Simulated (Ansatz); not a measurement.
# F3H5InNSi (SMILES F[Si](F)(F)[NH2+][InH3-]): what the fields show

Input

```
crystal:
  periodic: [false, false, false]
  atoms:
    - {symbol: F, position_ang: [0.219489, 0.994669, -0.504923]}
    - {symbol: F, position_ang: [-0.114355, 0.424030, 1.979091]}
    - {symbol: F, position_ang: [-2.109636, 0.146918, 0.385137]}
    - {symbol: In, position_ang: [-2.491973, 3.643794, -1.093815]}
    - {symbol: N, position_ang: [-1.331913, 2.673784, 0.923541]}
    - {symbol: Si, position_ang: [-0.829424, 1.039081, 0.688957]}
    - {symbol: H, position_ang: [-2.031723, 2.812961, 1.652862]}
    - {symbol: H, position_ang: [-0.575208, 3.342867, 1.067687]}
    - {symbol: H, position_ang: [-3.974333, 3.932031, -0.229882]}
    - {symbol: H, position_ang: [-1.342224, 4.939759, -1.254864]}
    - {symbol: H, position_ang: [-2.335327, 2.227896, -2.084484]}
basis:
  gaussian: {orbitals: def2-SVPD}
hamiltonian: {xc: {name: PBE0}}
output: {forces: true, orbitals: {seedname: orbitals}}
```

Launched as:

```sh
ansatz run input.yaml --threads 2 --pin off --max-ram 5220MiB --events-out events.jsonl --progress --plain --runs-dir runs
```

Geometry: PBE0-D4/def2-SVP; core potentials replace the inner electrons of In.

Theory: isolated molecule in a Gaussian basis; Kohn-Sham density functional theory, functional PBE0 (Ansatz 0.2.0).

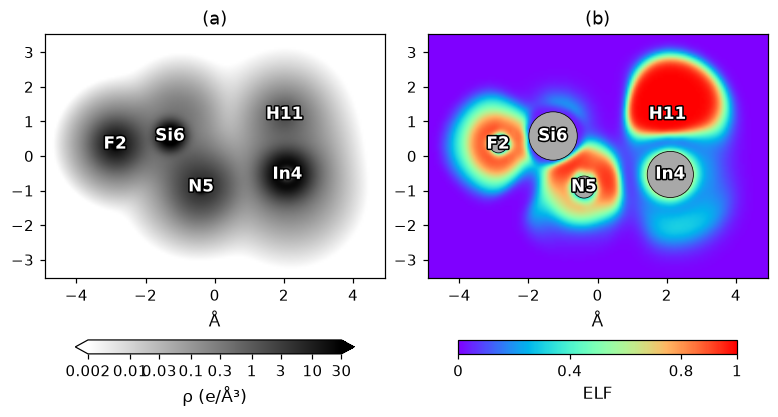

Figure 1. (a) electron density; (b) ELF on the plane of atoms F2, Si6 and N5. Grey discs cover the atomic cores in the ELF map.

Question: Describe what can be read from this map.

Answer:
- Atoms in the plane: F, In, N, Si and H.
- Si–F (1.60 Å): the density is about 1.1 e/Å³ at the midpoint; the ELF peaks at about 0.85 in the valence shell of F, 0.6 Å from its nucleus, and is about 0.50 at the midpoint.
- Si–N (1.73 Å): ρ is about 1.1 e/Å³ halfway; the ELF peaks at about 0.95 between the atoms; a polar covalent bond.
- In–N (2.52 Å): ρ at the midpoint is about 0.25 e/Å³; the ELF peaks at about 0.90 in the valence shell of N, 0.7 Å from its nucleus, and drops to about 0.10 between the two atoms.
- In–H (1.74 Å): the density is about 1.1 e/Å³ at the midpoint; the ELF climbs to about 1 towards the hydrogen.
- The ELF also peaks beside F2, away from the bonds: lone-pair regions.

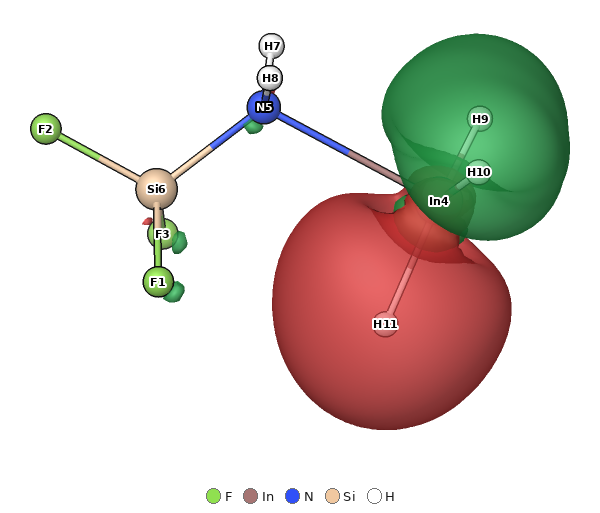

Figure 2. The HOMO−1 at ±0.08 Å⁻³ᐟ² (green and red are the two phases), seen at a tilt.

Question: Describe this orbital and give its energy.

Answer: Its weight (Hirshfeld) is mainly on In4 (about 40 %), H11 (about 40 %), H9 (about 10 %) and H10 (about 10 %). Its energy is −7.78 eV.

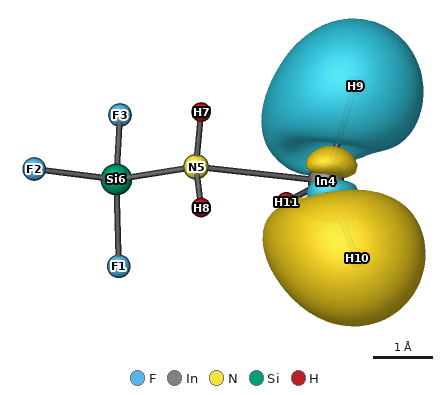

Figure 3. The HOMO at ±0.1 Å⁻³ᐟ² (yellow and cyan are the two phases), seen from one side.

Question: What is the character of this orbital?

Answer: It lies mainly on In4 (about 40 %), H10 (about 30 %) and H9 (about 30 %). Its energy is −7.77 eV.
